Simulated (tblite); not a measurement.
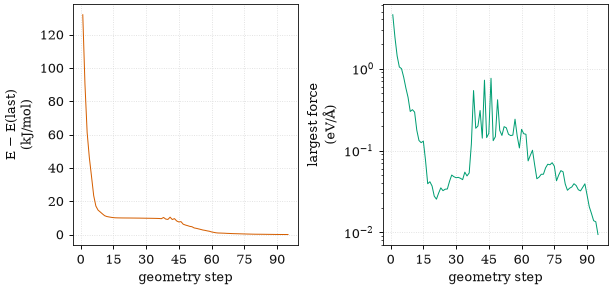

History of a geometry optimisation.

The run: C₅H₆OP₂ (SMILES COc1cpccp1), by GFN2-xTB geometry optimisation, gas phase in tblite.

### How did the optimisation end?

The optimisation met its thresholds at geometry 95, counting the start as the first. The energy fell by about 130 kJ/mol from the first step to the last, with a rise at step 41. The largest force goes from about 4.6 eV/Å at the start to 9 × 10⁻³ eV/Å at the end.
